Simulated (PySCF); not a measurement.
# Geometry relaxation, with input and output: C₂H₅BrSi

C₂H₅BrSi, SMILES Br[SiH]1CC1, computed with PBE0-D3(BJ)/def2-SVP geometry optimisation, gas phase (PySCF 2.14.0).

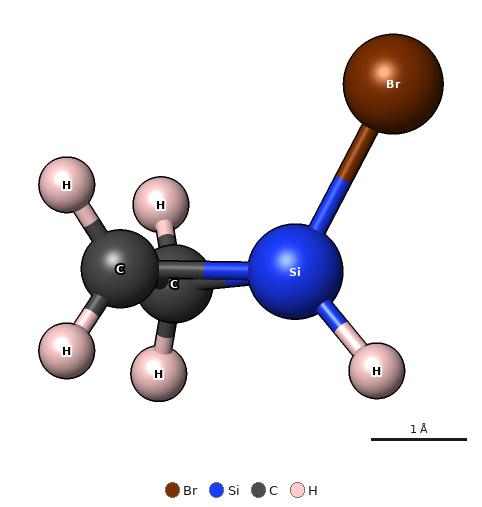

*The structure as given in the input (ball-and-stick view, seen at a tilt).*

Bond lengths as drawn: Br–Si 2.24 Å, C–C 1.55 Å, C–H 1.06 to 1.09 Å, C–Si 1.84 to 1.89 Å and H–Si 1.43 Å.

### Summary

- outcome: converged
- total energy: −2941.905946 hartree
- dipole moment: 1.34 D
- point group: Cs
- hardware: 1 CPU thread, shared host
- wall time: 69 s
- peak memory: 0.42 GiB

### The input
```
{"job": {"xc": "PBE0", "basis": "def2-SVP", "d3": "d3bj", "grid": 1, "shake": 0.01, "kind": "geom"}, "charge": 0, "multiplicity": 1}
Br     2.676410    -0.087390    -1.014550
Si     0.986740     0.010450     0.448890
C     -0.637770    -0.776280    -0.098740
C     -0.576720     0.775260    -0.157120
H      1.509500     0.063440     1.782720
H     -1.288100    -1.204720     0.637900
H     -0.677630    -1.286140    -1.041070
H     -1.258420     1.277990     0.532060
H     -0.676200     1.210240    -1.123810
```

The first line tells a small driver script what to run in PySCF; the rest is the geometry in Å.

Command:
```bash
OMP_NUM_THREADS=1 python <driver script> task.json out
```

### Log
```
step   0  E = -2941.90187915  max force = 0.031369
step   1  E = -2941.90393760  max force = 0.014187
step   2  E = -2941.90551801  max force = 0.003770
step   3  E = -2941.90577777  max force = 0.002106
step   4  E = -2941.90586763  max force = 0.001349
step   5  E = -2941.90589680  max force = 0.001208
step   6  E = -2941.90591998  max force = 0.000928
step   7  E = -2941.90593473  max force = 0.000725
step   8  E = -2941.90594386  max force = 0.000553
step   9  E = -2941.90594627  max force = 0.000519
optimisation converged
```

### Trajectory as extended XYZ (Å, eV, eV/Å), 10 frames, from step=0 to step=9
```
9
Properties=species:S:1:pos:R:3:forces:R:3 step=0 energy=-80053.22767
Br    2.6764   -0.0874   -1.0146   -0.2048   0.0357   0.1711
Si    0.9867    0.0104    0.4489   -0.5320  -0.3890  -1.6130
C    -0.6378   -0.7763   -0.0987    1.1803   1.0095   0.4567
C    -0.5767    0.7753   -0.1571   -0.3793  -0.5180   1.0161
H     1.5095    0.0634    1.7827    0.1789   0.0527   0.9459
H    -1.2881   -1.2047    0.6379   -0.5436  -0.3469   0.6192
H    -0.6776   -1.2861   -1.0411    0.0701  -0.4358  -0.7456
H    -1.2584    1.2780    0.5321    0.0283   0.1242   0.2806
H    -0.6762    1.2102   -1.1238    0.2021   0.4676  -1.1310
9
Properties=species:S:1:pos:R:3:forces:R:3 step=1 energy=-80053.28368
Br    2.1730    1.5008   -1.0864    0.2151  -0.0159  -0.1475
Si    0.8124    0.5708    0.3747    0.3721  -0.1539   0.3683
C    -0.0730   -1.0010   -0.0206   -0.1370  -0.5493  -0.3265
C    -0.8966    0.2861   -0.1827   -0.7295   0.4909  -0.3146
H     1.2370    0.8523    1.7637   -0.0705   0.1060   0.0118
H    -0.4524   -1.6450    0.7885    0.3616   0.0490  -0.0158
H     0.1294   -1.5849   -0.9362    0.0157   0.2037   0.2258
H    -1.7456    0.4208    0.4953   -0.0570   0.0021  -0.0048
H    -1.1297    0.6165   -1.2094    0.0296  -0.1325   0.2034
9
Properties=species:S:1:pos:R:3:forces:R:3 step=2 energy=-80053.32669
Br    2.2355    1.4069   -1.0958    0.0146  -0.0273   0.0187
Si    0.8044    0.5796    0.3798    0.1534  -0.1460   0.0120
C    -0.0758   -0.9900   -0.0354   -0.1939  -0.0378   0.0236
C    -0.9299    0.3002   -0.1726   -0.0832   0.1188  -0.1114
H     1.2180    0.8804    1.7688   -0.0575   0.0755  -0.0055
H    -0.3890   -1.6527    0.7806    0.1224  -0.0090   0.0331
H     0.1438   -1.5517   -0.9512    0.0113   0.0955  -0.0130
H    -1.7803    0.4267    0.5073    0.0283  -0.0337   0.0293
H    -1.1723    0.6169   -1.1946    0.0046  -0.0360   0.0131
9
Properties=species:S:1:pos:R:3:forces:R:3 step=3 energy=-80053.33375
Br    2.2549    1.3941   -1.0865   -0.0014  -0.0284   0.0075
Si    0.8075    0.5709    0.3758    0.0540  -0.0558  -0.0462
C    -0.0840   -0.9905   -0.0400   -0.1083   0.0315   0.0710
C    -0.9360    0.3032   -0.1731    0.0613   0.0385   0.0003
H     1.2035    0.8935    1.7647   -0.0461   0.0372   0.0043
H    -0.3643   -1.6573    0.7837    0.0183  -0.0173   0.0092
H     0.1356   -1.5419   -0.9596    0.0182   0.0321  -0.0495
H    -1.7781    0.4319    0.5163    0.0162  -0.0168   0.0206
H    -1.1846    0.6123   -1.1945   -0.0123  -0.0210  -0.0171
9
Properties=species:S:1:pos:R:3:forces:R:3 step=4 energy=-80053.33620
Br    2.2679    1.3889   -1.0803   -0.0006  -0.0345  -0.0083
Si    0.8123    0.5630    0.3711    0.0084   0.0130  -0.0381
C    -0.0905   -0.9921   -0.0423   -0.0199   0.0096   0.0692
C    -0.9354    0.3047   -0.1721    0.0694   0.0194   0.0119
H     1.1876    0.9068    1.7607   -0.0253   0.0061   0.0066
H    -0.3556   -1.6622    0.7838   -0.0227  -0.0188  -0.0159
H     0.1288   -1.5354   -0.9672    0.0118   0.0121  -0.0232
H    -1.7691    0.4365    0.5269    0.0052   0.0013   0.0068
H    -1.1916    0.6060   -1.1937   -0.0264  -0.0083  -0.0090
9
Properties=species:S:1:pos:R:3:forces:R:3 step=5 energy=-80053.33699
Br    2.2717    1.3858   -1.0798    0.0092  -0.0357  -0.0138
Si    0.8153    0.5600    0.3695   -0.0055   0.0296  -0.0196
C    -0.0921   -0.9934   -0.0425    0.0089  -0.0009   0.0621
C    -0.9326    0.3055   -0.1710    0.0367   0.0154  -0.0104
H     1.1775    0.9146    1.7598   -0.0082  -0.0043   0.0038
H    -0.3570   -1.6670    0.7810   -0.0233  -0.0161  -0.0216
H     0.1284   -1.5315   -0.9707    0.0079   0.0093  -0.0063
H    -1.7614    0.4399    0.5332    0.0006   0.0049   0.0030
H    -1.1952    0.6023   -1.1926   -0.0263  -0.0022   0.0027
9
Properties=species:S:1:pos:R:3:forces:R:3 step=6 energy=-80053.33762
Br    2.2760    1.3804   -1.0805    0.0166  -0.0353  -0.0154
Si    0.8176    0.5590    0.3681   -0.0153   0.0290   0.0039
C    -0.0920   -0.9942   -0.0417    0.0156  -0.0016   0.0477
C    -0.9298    0.3063   -0.1700   -0.0001   0.0107  -0.0351
H     1.1679    0.9224    1.7592    0.0085  -0.0068   0.0002
H    -0.3617   -1.6732    0.7757   -0.0115  -0.0105  -0.0183
H     0.1318   -1.5260   -0.9731    0.0038   0.0081   0.0038
H    -1.7535    0.4431    0.5398    0.0008   0.0048   0.0032
H    -1.2018    0.5984   -1.1907   -0.0184   0.0015   0.0101
9
Properties=species:S:1:pos:R:3:forces:R:3 step=7 energy=-80053.33803
Br    2.2797    1.3735   -1.0812    0.0189  -0.0320  -0.0139
Si    0.8178    0.5603    0.3678   -0.0168   0.0199   0.0139
C    -0.0907   -0.9940   -0.0405    0.0047   0.0033   0.0305
C    -0.9289    0.3066   -0.1700   -0.0161   0.0065  -0.0373
H     1.1625    0.9278    1.7594    0.0149  -0.0031  -0.0030
H    -0.3657   -1.6786    0.7703   -0.0020  -0.0053  -0.0095
H     0.1373   -1.5200   -0.9743    0.0026   0.0064   0.0054
H    -1.7481    0.4451    0.5448    0.0014   0.0014   0.0040
H    -1.2095    0.5956   -1.1893   -0.0077   0.0028   0.0100
9
Properties=species:S:1:pos:R:3:forces:R:3 step=8 energy=-80053.33827
Br    2.2836    1.3666   -1.0811    0.0147  -0.0284  -0.0119
Si    0.8166    0.5625    0.3680   -0.0123   0.0102   0.0140
C    -0.0895   -0.9931   -0.0394   -0.0086   0.0072   0.0128
C    -0.9297    0.3065   -0.1708   -0.0135   0.0045  -0.0203
H     1.1611    0.9313    1.7593    0.0116   0.0024  -0.0038
H    -0.3683   -1.6826    0.7658    0.0029  -0.0006  -0.0007
H     0.1431   -1.5143   -0.9747    0.0023   0.0034   0.0024
H    -1.7453    0.4456    0.5482    0.0020  -0.0009   0.0034
H    -1.2171    0.5937   -1.1885    0.0009   0.0023   0.0042
9
Properties=species:S:1:pos:R:3:forces:R:3 step=9 energy=-80053.33834
Br    2.2847    1.3636   -1.0807    0.0112  -0.0267  -0.0116
Si    0.8154    0.5636    0.3686   -0.0065   0.0077   0.0077
C    -0.0894   -0.9926   -0.0389   -0.0113   0.0069   0.0060
C    -0.9308    0.3064   -0.1714   -0.0049   0.0049  -0.0037
H     1.1627    0.9324    1.7592    0.0049   0.0041  -0.0025
H    -0.3688   -1.6838    0.7644    0.0011   0.0012   0.0018
H     0.1457   -1.5120   -0.9746    0.0020   0.0015   0.0006
H    -1.7454    0.4451    0.5488    0.0010  -0.0010   0.0015
H    -1.2196    0.5935   -1.1886    0.0024   0.0015   0.0003
```

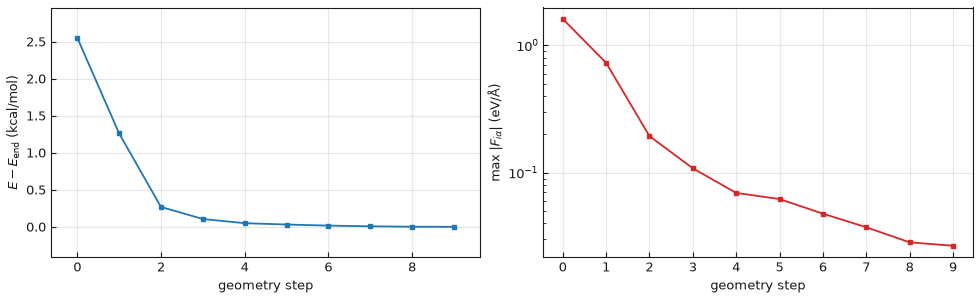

*Progress of the relaxation, step by step (steps are counted from 0).*

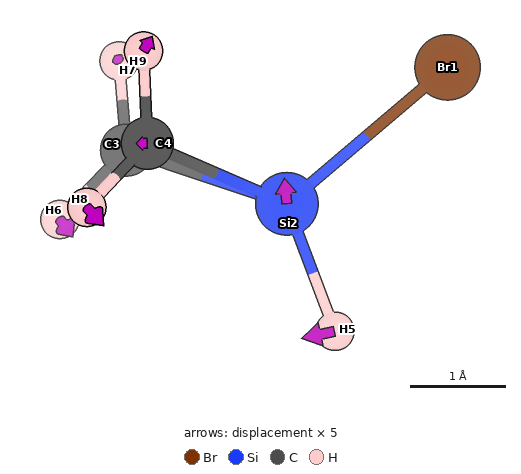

*The starting structure with the displacements as pink arrows, magnified 5 times (ball-and-stick view, seen at a tilt). The two geometries are laid on each other by the best rigid fit.*

H5 moves most after the best rigid fit: 0.074 Å. By element the largest moves are H 0.074 Å, Si 0.057 Å, C 0.026 Å, Br 0.013 Å. Among the contacts that change: Si2–H5 1.434 → 1.480 Å, Si2–C3 1.886 → 1.846 Å, C4–H9 1.065 → 1.096 Å, C3–H6 1.072 → 1.096 Å. Among the angles that change: C3–Si2–H5 126.8° → 122.2°, Si2–C4–H9 123.2° → 119.0°, H8–C4–H9 109.1° → 112.4°. Over 9 geometry steps the energy falls by 2.55 kcal/mol. The largest force component goes from 1.6 to 0.027 eV/Å. (Atoms are counted from 1 in the order of the input.)
